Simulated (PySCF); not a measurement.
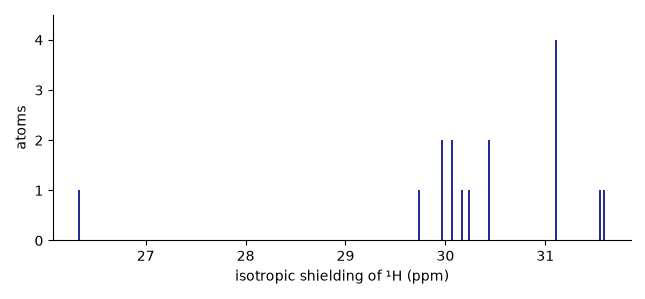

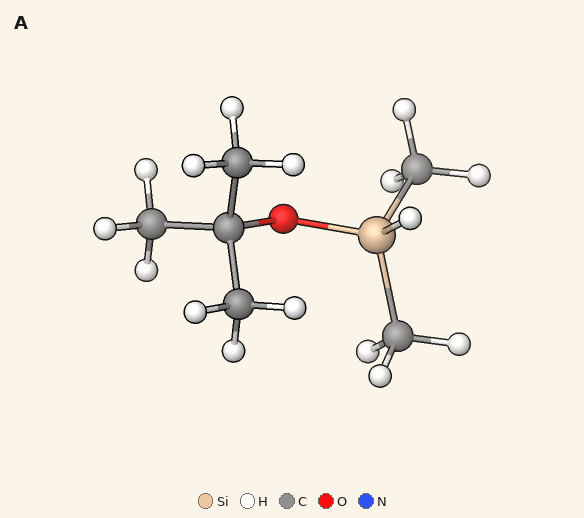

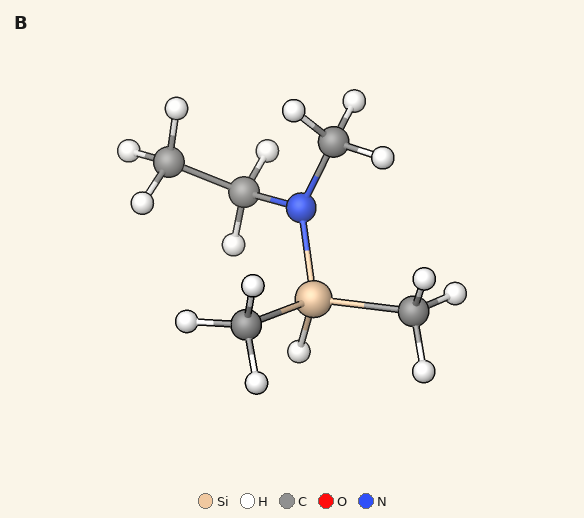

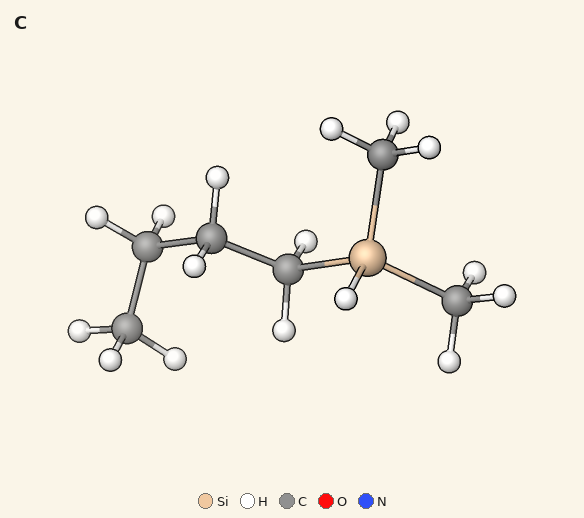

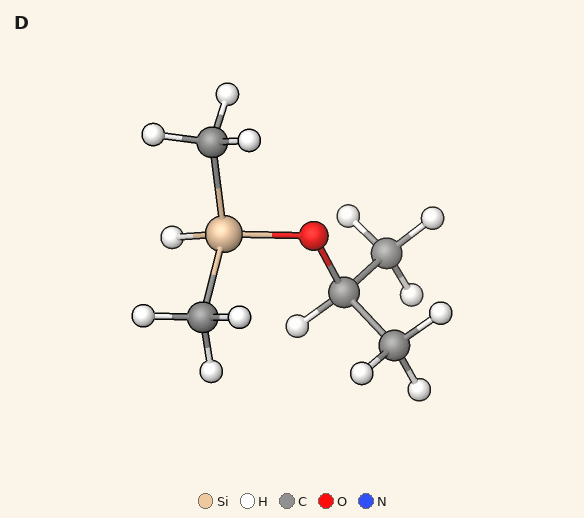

The sticks are computed shieldings of one of the molecules, for one fixed geometry (PBE0-D3(BJ)/def2-SVP) without averaging over rotations. Low shielding means a high chemical shift. Method: GIAO B3LYP/pcSseg-1 NMR shielding, non-relativistic, gas phase (PySCF 2.14.0).

Match the spectrum to a structure.

Answer. A, `C[SiH](C)OC(C)(C)C`. Its 16 H atoms give lines at 26.34, 29.74, 29.96 (2 atoms), 30.07 (2 atoms), 30.16, 30.24, 30.43 (2 atoms), 31.10 (4 atoms), 31.54, 31.59 ppm.
